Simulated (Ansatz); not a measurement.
# How fast states decay through MgCd3O4

A new crystal, MgCd3O4: structure, gap and complex bands. It is built by putting Cd for Zn in the MgZn3O4 structure of space group Cm, with the volume rescaled by atomic radii. The parent structure comes from the Materials Project.

Method: r2SCAN DFT, plane waves, PAW files, in the first sound run; inputs show where later runs differ, in Ansatz 0.2.0.

The structure was built from a prototype and need not be the compound's stable phase.

## Step 1: Set-up

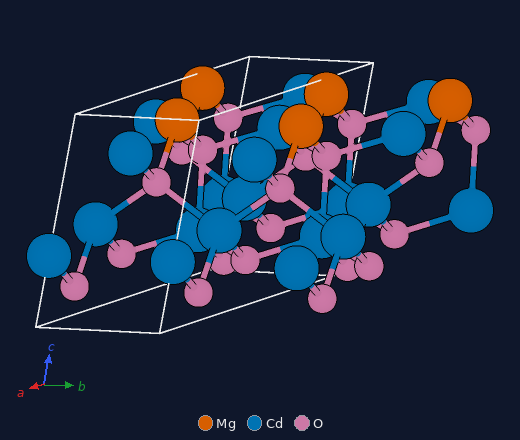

The starting structure, seen slightly off an axis (magnesium orange, cadmium blue, oxygen pink). 1×2×1 cells are drawn. This picture shows the conventional cell, with its axes. Some periodic images of atoms are drawn too.

## Step 2: Relaxing the new crystal

The substituted atoms don't fit the parent's cell, so cell and atoms relax together. A small smearing keeps the run stable in case the gap closes on the way.

File input.yaml:

```yaml
crystal:
  lattice:
    - [6.2264927551, -1.7178833158, 0.0]
    - [6.2264927551, 1.7178833158, 0.0]
    - [-2.8200131673, 0.0, 5.2148105364]
  atoms:
    - { symbol: Mg, position: [0.74868381, 0.74868381, 0.08004585] }
    - { symbol: Cd, position: [0.24936905, 0.24936905, 0.58427846] }
    - { symbol: Cd, position: [0.50073319, 0.50073319, 0.169808] }
    - { symbol: Cd, position: [0.00016392, 0.00016392, 0.66486491] }
    - { symbol: O, position: [0.93863828, 0.93863828, 0.27112569] }
    - { symbol: O, position: [0.44150623, 0.44150623, 0.77489242] }
    - { symbol: O, position: [0.1912921, 0.1912921, 0.85998319] }
    - { symbol: O, position: [0.69165441, 0.69165441, 0.35708446] }
kpoints:
  mp_grid: { grid: [6, 6, 4] }
scf:
  occupations: { method: gaussian, width: 0.03 }
hamiltonian:
  xc: r2scan
output:
  forces: true
  stress: true
relax:
  f_tol: 0.02
  max_steps: 60
  cell: {}
```

Command:

```
$ ansatz run input.yaml --threads 2 --pin off --max-ram 4096MiB --backend cpu --events-out ev --progress --plain --runs-dir out
```

Numbers of over 12 decimals in the logs are rounded to 6 here.

The program printed:

```text
Engine: ansatz 0.2.0, aarch64-unknown-linux-gnu
Pseudopotentials: kind: paw
Pseudopotential: Mg, paw, valence charge 10, recommended cutoff 500 eV (meta_gga), Mg.paw.azcp
Pseudopotential: Cd, paw, valence charge 20, recommended cutoff 500 eV (meta_gga), Cd.paw.azcp
Pseudopotential: O, paw, valence charge 6, recommended cutoff 500 eV (meta_gga), O.paw.azcp
Functional definition: r2SCAN
  parameter k0 = 0.174
  parameter k1 = 0.065
  parameter a1 = 4.9479
  exchange = r2scan_x(k0 = k0, k1 = k1, a1 = a1)
  correlation = r2scan_c
Crystal: 8 atoms, lattice volume = 111.559 Å³
Basis set: ecut = 500 eV, 2851 PW (Γ), exchange–correlation on 192×192×180 points (64 copies of the dense FFT grid, shifted against one another)
Bands: 57, of which v1, the nominal top of the filled ones, is band 47 counted from 1 (46 counted from 0)
Symmetry: 2 space group operations
Space group: Cm (ITA 8), of the structure as read, at distance tolerance 4.8e-5 Å
k-points: 47 of 144 (time reversal used)
Non-local potential: Mg, projectors of the file, l = 0: 3, l = 1: 2, l = 2: 1
Non-local potential: Cd, projectors of the file, l = 0: 3, l = 1: 2, l = 2: 2, l = 3: 1
Non-local potential: O, projectors of the file, l = 0: 2, l = 1: 2, l = 2: 1
PAW form: soft (Blöchl's): semilocal exchange-correlation on the pseudo side does not see the compensation charge
PAW frozen core: Mg, regenerated for the run's functional (the file was generated under x = pbe(κ = 0.804, μ = 0.219515), c = pbe(β = 0.066725))
PAW frozen core: Cd, regenerated for the run's functional (the file was generated under x = pbe(κ = 0.804, μ = 0.219515), c = pbe(β = 0.066725))
PAW frozen core: O, regenerated for the run's functional (the file was generated under x = pbe(κ = 0.804, μ = 0.219515), c = pbe(β = 0.066725))
PAW one-centre angular grid: Mg, 302 points (default); XC on 224 Gauss nodes
PAW one-centre angular grid: Cd, 590 points (default); XC on 160 Gauss nodes
PAW one-centre angular grid: O, 302 points (default); XC on 160 Gauss nodes
Initial density: superposition of atomic densities (neutral atoms: chi_scale 0, normalization atom), corrected by the library's trained network
Initial wavefunctions: pseudopotential atomic-orbital guess
Functional: x = r2scan, c = r2scan; τ floored in thin density (d = 2e-4 eV/Å³)
SCF iter   1: F=—  HF=-29006.472119 eV  |F-HF|=—  |Δ(HF+E_count)|=         —  Δρ=1.06e-2  dr2=1.09e-1  dr2_τ=2.90e-1  ethr=1.77e-3  ⟨swp⟩=6.1  Hψ=9411  notcnv=0  defer=10
preconditioner: auto → Resta (q_TF=auto, 2.652 Å⁻¹)  ε∞=4.6  [insulator: Δε(μ)=0.779 eV  Ē_g=14.633 eV  σ=0.030 eV  W_gap=1.00  n_scr=38 (ndim 8)  ℏωp=27.7 eV  f_vac=0.087  D(μ)=0.00/eV (n_scr^D=0)  ε∞_Penn≈4.6]
SCF iter   2: F=—  HF=-29006.606901 eV  |F-HF|=—  |Δ(HF+E_count)|=   1.35e-1  Δρ=5.36e-3  dr2=1.91e-2  dr2_τ=3.60e-3  ethr=1.16e-4  ⟨swp⟩=3.0  Hψ=5147  notcnv=0  defer=176
SCF iter   3: F=—  HF=-29006.608222 eV  |F-HF|=—  |Δ(HF+E_count)|=   1.32e-3  Δρ=1.85e-3  dr2=2.58e-3  dr2_τ=4.03e-4  ethr=2.03e-5  ⟨swp⟩=2.3  Hψ=3649  notcnv=0  defer=129
automatic band count: iteration 3 solves 56 bands in place of 57: the levels show a gap, and the empty bands left out lie too high to hold charge; the band table lists the bands solved (type scf.n_extra_bands for more)
SCF iter   4: F=—  HF=-29006.608280 eV  |F-HF|=—  |Δ(HF+E_count)|=   5.79e-5  Δρ=7.22e-4  dr2=4.87e-4  dr2_τ=9.20e-5  ethr=2.75e-6  ⟨swp⟩=2.0  Hψ=4018  notcnv=0  defer=129
SCF iter   5: F=—  HF=-29006.608229 eV  |F-HF|=—  |Δ(HF+E_count)|=   5.10e-5  Δρ=1.95e-4  dr2=3.02e-5  dr2_τ=4.49e-6  ethr=5.18e-7  ⟨swp⟩=2.0  Hψ=3960  notcnv=0  defer=129
SCF iter   6: F=—  HF=-29006.608198 eV  |F-HF|=—  |Δ(HF+E_count)|=   3.09e-5  Δρ=6.93e-5  dr2=4.33e-6  dr2_τ=5.02e-7  ethr=3.22e-8  ⟨swp⟩=2.0  Hψ=3941  notcnv=0  defer=129
SCF iter   7: F=—  HF=-29006.608198 eV  |F-HF|=—  |Δ(HF+E_count)|=   3.40e-7  Δρ=2.48e-5  dr2=5.29e-7  dr2_τ=8.50e-8  ethr=4.60e-9  ⟨swp⟩=2.0  Hψ=3938  notcnv=0  defer=129
SCF iter   8: F=-29006.608198 eV  HF=-29006.608198 eV  |F-HF|=4.32e-9  |Δ(HF+E_count)|=   1.47e-8  Δρ=7.94e-6  dr2=6.92e-8  dr2_τ=7.40e-9  ethr=1.06e-10  ⟨swp⟩=4.0  Hψ=8695  notcnv=0
SCF 1 converged in 8 iterations: F = -29006.608198 eV  dr2 = 6.92e-8
  greatest PAW one-centre occupation: 1.002 electrons in one spin orbital (limit 2), on the Cd atom at site 3 (counted from 0), in its partial waves of l = 1
relax step   1: F+E_penalty+E_count = -29006.60819847 eV  Δ(F+E_penalty+E_count) = +0.000e0 eV  max|allowed force component| = 2.554e0 eV/Å  Δτ_max = 0.0000 Å  P = +13.870 GPa  Ω = 111.559 Å³  (8 SCF iters, dr2 threshold 1.00e-7 eV, accepted)
Crystal: 8 atoms, lattice volume = 120.888 Å³
Basis set: ecut = 500 eV, 3065 PW (Γ), exchange–correlation on 192×192×180 points (64 copies of the dense FFT grid, shifted against one another)
Initial density: handed on by an earlier stage of this run
Initial wavefunctions: those handed on with the density
iter 1 solved again at ethr=1.17e-4 eV; its pass at ethr=3.10e-3 eV (dr2=1.10e-1 eV) is discarded
SCF iter   1: F=—  HF=-29006.463999 eV  |F-HF|=—  |Δ(HF+E_count)|=         —  Δρ=1.19e-2  dr2=1.09e-1  dr2_τ=2.54e0  ethr=1.17e-4  ⟨swp⟩=2.0  Hψ=11216  notcnv=0
automatic band count: iteration 1 solves 54 bands in place of 57: the levels show a gap, and the empty bands left out lie too high to hold charge; the band table lists the bands solved (type scf.n_extra_bands for more)
preconditioner: auto → Resta (q_TF=auto, 2.616 Å⁻¹)  ε∞=5.4  [insulator: Δε(μ)=0.595 eV  Ē_g=12.668 eV  σ=0.030 eV  W_gap=1.00  n_scr=38 (ndim 8)  ℏωp=26.6 eV  f_vac=0.130  D(μ)=0.00/eV (n_scr^D=0)  ε∞_Penn≈5.4]
SCF iter   2: F=—  HF=-29007.438633 eV  |F-HF|=—  |Δ(HF+E_count)|=   9.75e-1  Δρ=5.99e-3  dr2=3.63e-2  dr2_τ=2.32e-3  ethr=1.16e-4  ⟨swp⟩=3.1  Hψ=5412  notcnv=0
SCF iter   3: F=—  HF=-29007.439728 eV  |F-HF|=—  |Δ(HF+E_count)|=   1.09e-3  Δρ=5.16e-3  dr2=2.20e-2  dr2_τ=3.38e-3  ethr=3.86e-5  ⟨swp⟩=2.2  Hψ=4336  notcnv=0
SCF iter   4: F=—  HF=-29007.434761 eV  |F-HF|=—  |Δ(HF+E_count)|=   4.97e-3  Δρ=1.54e-3  dr2=1.99e-3  dr2_τ=1.07e-4  ethr=2.34e-5  ⟨swp⟩=2.0  Hψ=4268  notcnv=0
SCF iter   5: F=—  HF=-29007.434857 eV  |F-HF|=—  |Δ(HF+E_count)|=   9.66e-5  Δρ=5.23e-4  dr2=3.28e-4  dr2_τ=4.26e-5  ethr=2.11e-6  ⟨swp⟩=2.1  Hψ=3901  notcnv=0
SCF iter   6: F=—  HF=-29007.434798 eV  |F-HF|=—  |Δ(HF+E_count)|=   5.93e-5  Δρ=2.50e-4  dr2=6.69e-5  dr2_τ=9.90e-6  ethr=3.49e-7  ⟨swp⟩=2.0  Hψ=4005  notcnv=0
SCF iter   7: F=—  HF=-29007.434796 eV  |F-HF|=—  |Δ(HF+E_count)|=   2.24e-6  Δρ=7.51e-5  dr2=5.72e-6  dr2_τ=7.09e-7  ethr=7.12e-8  ⟨swp⟩=2.0  Hψ=3890  notcnv=0
[...]
preconditioner: auto → Resta (q_TF=auto, 2.616 Å⁻¹)  ε∞=5.3  [insulator: Δε(μ)=0.702 eV  Ē_g=12.789 eV  σ=0.030 eV  W_gap=1.00  n_scr=38 (ndim 8)  ℏωp=26.6 eV  f_vac=0.109  D(μ)=0.00/eV (n_scr^D=0)  ε∞_Penn≈5.3]
SCF iter   2: F=—  HF=-29007.483515 eV  |F-HF|=—  |Δ(HF+E_count)|=   7.04e-2  Δρ=2.30e-3  dr2=3.27e-3  dr2_τ=5.04e-4  ethr=2.02e-5  ⟨swp⟩=3.0  Hψ=5255  notcnv=0
SCF iter   3: F=—  HF=-29007.483818 eV  |F-HF|=—  |Δ(HF+E_count)|=   3.02e-4  Δρ=7.95e-4  dr2=5.55e-4  dr2_τ=7.31e-5  ethr=3.48e-6  ⟨swp⟩=2.0  Hψ=3763  notcnv=0
SCF iter   4: F=—  HF=-29007.483851 eV  |F-HF|=—  |Δ(HF+E_count)|=   3.37e-5  Δρ=3.27e-4  dr2=1.32e-4  dr2_τ=1.59e-5  ethr=5.91e-7  ⟨swp⟩=2.0  Hψ=3986  notcnv=0
SCF iter   5: F=—  HF=-29007.483844 eV  |F-HF|=—  |Δ(HF+E_count)|=   6.90e-6  Δρ=1.10e-4  dr2=1.89e-5  dr2_τ=1.96e-6  ethr=1.41e-7  ⟨swp⟩=2.0  Hψ=3972  notcnv=0
SCF iter   6: F=—  HF=-29007.483843 eV  |F-HF|=—  |Δ(HF+E_count)|=   1.57e-6  Δρ=4.82e-5  dr2=2.61e-6  dr2_τ=2.65e-7  ethr=2.01e-8  ⟨swp⟩=2.0  Hψ=3868  notcnv=0
SCF iter   7: F=—  HF=-29007.483843 eV  |F-HF|=—  |Δ(HF+E_count)|=   2.56e-7  Δρ=3.23e-5  dr2=1.08e-6  dr2_τ=1.47e-7  ethr=8.51e-10  ⟨swp⟩=4.0  Hψ=8601  notcnv=0
SCF iter   8: F=-29007.483843 eV  HF=-29007.483843 eV  |F-HF|=1.30e-8  |Δ(HF+E_count)|=   1.73e-7  Δρ=6.19e-6  dr2=4.97e-8  dr2_τ=4.63e-9  ethr=8.51e-10  ⟨swp⟩=4.0  Hψ=8460  notcnv=0
SCF 3 converged in 8 iterations: F = -29007.483843 eV  dr2 = 4.97e-8
relax step   3: F+E_penalty+E_count = -29007.48384290 eV  Δ(F+E_penalty+E_count) = -4.905e-2 eV  max|allowed force component| = 9.194e-2 eV/Å  Δτ_max = 0.0559 Å  P = -0.140 GPa  Ω = 120.834 Å³  energy of the carried Pulay correction = -5.317e-3 eV  (8 SCF iters, dr2 threshold 8.00e-7 eV, accepted)
[...]
relax step   4: F+E_penalty+E_count = -29007.48651217 eV  Δ(F+E_penalty+E_count) = -2.669e-3 eV  max|allowed force component| = 2.654e-2 eV/Å  Δτ_max = 0.0274 Å  P = +0.040 GPa  Ω = 120.636 Å³  energy of the carried Pulay correction = -5.208e-3 eV  (8 SCF iters, dr2 threshold 5.28e-7 eV, accepted)
[...]
relax step   5: F+E_penalty+E_count = -29007.48665022 eV  Δ(F+E_penalty+E_count) = -1.380e-4 eV  max|allowed force component| = 3.790e-3 eV/Å  Δτ_max = 0.0043 Å  P = -0.003 GPa  Ω = 120.681 Å³  energy of the carried Pulay correction = -5.233e-3 eV  (6 SCF iters, dr2 threshold 4.40e-8 eV, accepted)
Basis set: ecut = 500 eV, 3037 PW (Γ), exchange–correlation on 200×200×180 points (64 copies of the dense FFT grid, shifted against one another)
Initial wavefunctions: pseudopotential atomic-orbital guess (no wavefunctions were taken with the density)
iter 1 solved again at ethr=6.09e-8 eV; its pass at ethr=3.10e-3 eV (dr2=5.72e-5 eV) is discarded
SCF iter   1: F=—  HF=-29007.492197 eV  |F-HF|=—  |Δ(HF+E_count)|=         —  Δρ=3.33e-4  dr2=8.54e-6  dr2_τ=5.55e-5  ethr=6.09e-8  ⟨swp⟩=3.6  Hψ=16643  notcnv=0
preconditioner: auto → Resta (q_TF=auto, 2.617 Å⁻¹)  ε∞=4.6  [insulator: Δε(μ)=0.735 eV  Ē_g=13.977 eV  σ=0.030 eV  W_gap=1.00  n_scr=38 (ndim 8)  ℏωp=26.6 eV  f_vac=0.108  D(μ)=0.00/eV (n_scr^D=0)  ε∞_Penn≈4.6]
SCF iter   2: F=—  HF=-29007.492248 eV  |F-HF|=—  |Δ(HF+E_count)|=   5.05e-5  Δρ=1.70e-4  dr2=2.31e-6  dr2_τ=1.42e-5  ethr=9.09e-9  ⟨swp⟩=2.0  Hψ=4016  notcnv=0
SCF iter   3: F=—  HF=-29007.492267 eV  |F-HF|=—  |Δ(HF+E_count)|=   1.90e-5  Δρ=2.01e-5  dr2=1.84e-7  dr2_τ=1.19e-7  ethr=2.45e-9  ⟨swp⟩=2.0  Hψ=4136  notcnv=0
SCF iter   4: F=—  HF=-29007.492267 eV  |F-HF|=—  |Δ(HF+E_count)|=   1.33e-7  Δρ=4.40e-6  dr2=7.66e-9  dr2_τ=5.31e-9  ethr=1.96e-10  ⟨swp⟩=2.0  Hψ=4136  notcnv=0
SCF iter   5: F=—  HF=-29007.492267 eV  |F-HF|=—  |Δ(HF+E_count)|=   3.51e-9  Δρ=1.49e-6  dr2=8.66e-10  dr2_τ=7.17e-10  ethr=8.15e-12  ⟨swp⟩=2.0  Hψ=4136  notcnv=0
SCF iter   6: F=—  HF=-29007.492267 eV  |F-HF|=—  |Δ(HF+E_count)|=  1.46e-10  Δρ=8.59e-7  dr2=7.75e-10  dr2_τ=1.09e-10  ethr=1.00e-12  ⟨swp⟩=2.0  Hψ=4136  notcnv=0
SCF iter   7: F=-29007.492267 eV  HF=-29007.492267 eV  |F-HF|=7.28e-12  |Δ(HF+E_count)|=  1.24e-10  Δρ=1.41e-7  dr2=2.48e-11  dr2_τ=4.57e-12  ethr=1.00e-12  ⟨swp⟩=2.6  Hψ=9060  notcnv=0
SCF 6 converged in 7 iterations: F = -29007.492267 eV  dr2 = 2.48e-11
relax step   6: F+E_penalty+E_count = -29007.49226682 eV  Δ(F+E_penalty+E_count) = -5.617e-3 eV  max|allowed force component| = 3.862e-3 eV/Å  Δτ_max = 0.0000 Å  P = +0.014 GPa  Ω = 120.681 Å³  stress off target by 2.41e-2 GPa  SCF on the basis re-selected at this cell (its energy is not comparable with the rows above)  (7 SCF iters)
basis re-selected at this cell: Δ(F+E_penalty+E_count) = -5.617e-3 eV, ΔP = +0.016 GPa vs the last step (what re-selecting the basis moved, of the pressure what is left beyond the Pulay correction that the steps carried, after the strain that the cell walked since its last selection, with what the two solves' SCF thresholds leave and, on support functions, any second-order correction that the steps lacked; it is no measure of the basis error at this ecutwfc). The dense FFT grid was sized anew with the basis: this SCF ran on 50×50×45 points, the steps before it on 48×48×45, so part of this shift can come from that change (see relax.cell in the input reference). [rest of the remark cut]
SCF converged after 7 iterations
Free energy (F): -29007.492267 eV
Harris-Foulkes:  -29007.492267 eV  (|F-HF|=7.28e-12)
Internal energy: -29007.492267 eV  (E = F + TS)
E sigma→0 (E₀):  -29007.492267 eV
Fermi energy:    8.355564 eV
--- Per-component energies (eV) ---
  E_band       = -1772.812103
  E_kinetic    = 2297.136247
  E_local      = -12938.308044  (includes V_loc(G=0)·N_el)
  E_nonlocal   = 394.785921
  E_hartree    = 5735.676990
  E_xc         = -825.504372
  E_vxc        = -1199.405353  (∫ρ·V_xc dr)
  E_paw        = -13258.015344  (= ΣΔE_a)
  E_vpaw       = -1880.072100  (= ΣTr[D̂ρ^β])
  E_aug_tail   = 0.004040  (compensation charges beyond the density's cutoff)
  E_vtau       = 81.693275  (kinetic-family band-sum trace: ∫τ·v_τ [+ j·A + Jᵃ·Aᵃ] dr)
  E_ewald      = -10411.419421
  E_core_change = -1.848284  (= ΣΔE_core)
  E_smearing   = -0.000000  (= −TS)
  E_closure    = -0.000000  (closes the sum)
  Σ components = -29007.492267   (vs F -29007.492267, Δ=0.00e0)
--- Forces (eV/Å), atoms counted from 1 ---
  atom   1  Mg    -0.00372111    -0.00000000    -0.00230312
  atom   2  Cd     0.00070136     0.00000000     0.00039431
  atom   3  Cd     0.00044905    -0.00000000    -0.00070705
  atom   4  Cd    -0.00052879    -0.00000000     0.00386181
  atom   5  O      0.00125478     0.00000000    -0.00298065
  atom   6  O      0.00168514     0.00000000    -0.00184906
  atom   7  O      0.00169212    -0.00000000     0.00251085
  atom   8  O     -0.00149676    -0.00000000     0.00106788
  max |Σ_I F_I| component: 3.58e-5 eV/Å
--- Stress (GPa, compression-positive) ---
        0.021246       0.000000      -0.004048
        0.000000       0.001355       0.000000
       -0.004050       0.000000       0.018482
  P = ⅓ Tr σ = 0.0137 GPa (0.137 kbar)
--- Relaxed structure (5 steps of the walk, 5 accepted, 1 SCFs on fresh bases) ---
  F+E_penalty+E_count = -29007.49226682 eV   max|allowed force component| = 3.862e-3 eV/Å   (the final SCF, on the basis selected at the relaxed cell)
  cell:  # Å, volume = 120.6808 Å³
    - [6.382530, -1.751825, -0.00466557]
    - [6.382530, 1.751825, -0.00466557]
    - [-2.894591, 6.1858499958861375e-18, 5.398772]
  atoms:
    - { symbol: Mg, position: [0.749808, 0.749808, 0.086081] }
    - { symbol: Cd, position: [0.247568, 0.247568, 0.579430] }
    - { symbol: Cd, position: [0.494122, 0.494122, 0.163049] }
    - { symbol: Cd, position: [0.00817205, 0.00817205, 0.669337] }
    - { symbol: O, position: [0.925608, 0.925608, 0.265887] }
    - { symbol: O, position: [0.441537, 0.441537, 0.771547] }
    - { symbol: O, position: [0.204954, 0.204954, 0.893658] }
    - { symbol: O, position: [0.690271, 0.690271, 0.333093] }
```

The job ended after 2.6 min (2 threads of Arm Neoverse V1, shared host; peak memory 0.97 GiB; 5.1 min of CPU time).

Relaxation path:

```
step  energy less that of the first step (eV)  largest force component (eV/Å)  pressure (GPa)  volume (Å³)
   1                                   0.0000                          2.5544           13.87       111.56
   2                                  -0.8266                          0.5823            0.39       120.89
   3                                  -0.8756                          0.0919           -0.14       120.83
   4                                  -0.8783                          0.0265            0.04       120.64
   5                                  -0.8785                          0.0038            0.00       120.68
  6*                                  -0.8841                          0.0039            0.01       120.68
```

Relaxation steps marked * repeat the geometry before them on a plane-wave basis chosen anew for their cell, so energy and pressure can jump there.

The run keeps the 2 symmetry operations that it works with, so distortions that break them were not tested.

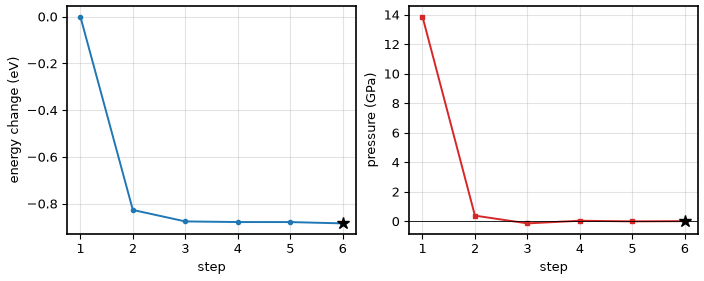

Energy and pressure along the relaxation. Stars mark steps on a basis chosen anew.

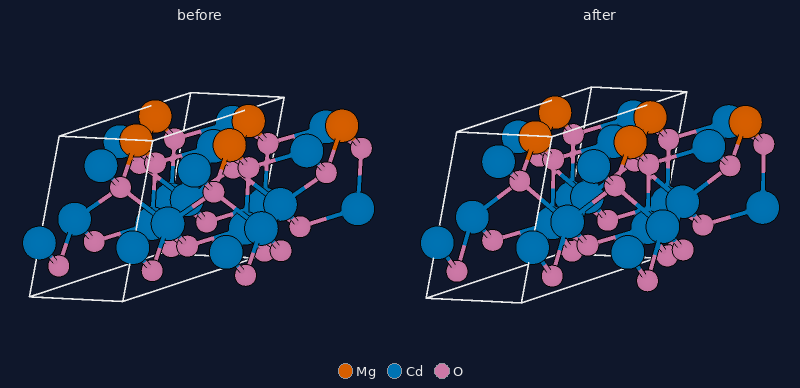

Before and after, at one scale.

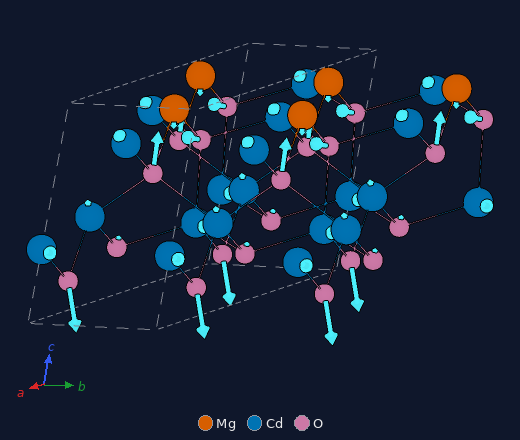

Displacements in the relaxation, exaggerated, measured against the changing cell; the longest in the cell stands for 0.20 Å. 1×2×1 conventional cells are drawn. Some periodic images of atoms are drawn too.

```
     cell as run  before   after  change
           a (Å)   6.459   6.619  +2.5 %
           b (Å)   6.459   6.619  +2.5 %
           c (Å)   5.928   6.126  +3.3 %
           α (°)  117.29  117.15  -0.1 %
           β (°)  117.29  117.15  -0.1 %
           γ (°)   30.85   30.70  -0.5 %
volume (Å³/atom)   13.94   15.09  +8.2 %
```

The atoms that moved most (Å, as changes of fractional coordinates times the final cell):

```
atom      dx     dy      dz  length
  O7   0.077  0.000   0.182   0.197
  O5  -0.151  0.000  -0.028   0.154
  O8   0.052  0.000  -0.130   0.139
 Cd4   0.089  0.000   0.024   0.092
 Cd3  -0.065  0.000  -0.036   0.074
 Mg1  -0.003  0.000   0.033   0.033
 Cd2  -0.009  0.000  -0.026   0.028
  O6   0.010  0.000  -0.018   0.021
```

This step gave:

| Item | Value |
| --- | --- |
| free energy | -29007.4923 eV |
| Fermi energy | 8.356 eV |
| pressure | 0.01369 GPa |

The largest force component on a free atom ends at 0.0039 eV/Å.

(Part 1 of 3 ends here.)

[Logs are printed without paths, hosts, clocks, repeated set-up lines and the standing remarks that a program may print on its own settings, such as how far it seeks lower states.]

[Hosts, paths, dates, database ids (printed as entryN), source tags and the programs' standing remarks are cut or masked in the printed files.]

[New means built here by substitution; the compound itself may be known and measured.]
